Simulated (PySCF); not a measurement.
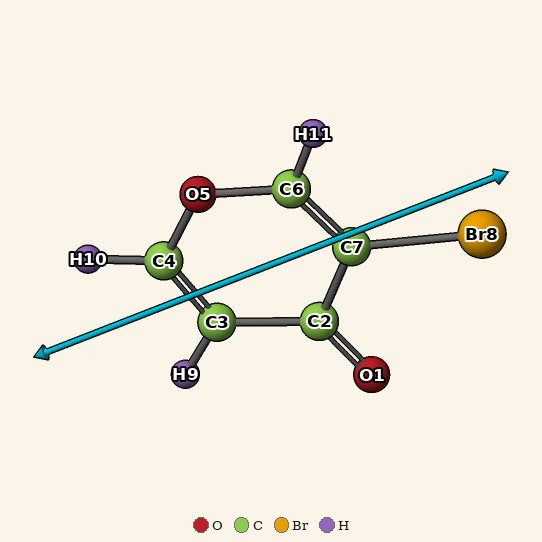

The double arrow shows the direction of the transition dipole to excited singlet state 4 (its length means nothing). The geometry was computed by an optimisation with GFN2-xTB. No frequency run is at hand to confirm it as a minimum. Properties computed with TDDFT PBE0/def2-SVPD, vertical, gas phase, core orbitals frozen in the response (PySCF 2.14.0).

How is the transition polarised?

In the molecular plane, at 20° to the long direction C4···Br8.

Give its energy, strength and character.

5.33 eV (233 nm), oscillator strength 0.072, mainly HOMO → LUMO+1 (weight 0.94); transition dipole 1.89 D.

The geometry is semi-empirical. Around Br such bond lengths and angles can be off by a tenth of an ångström or more and by several degrees, and values that hang on the shape move with them.
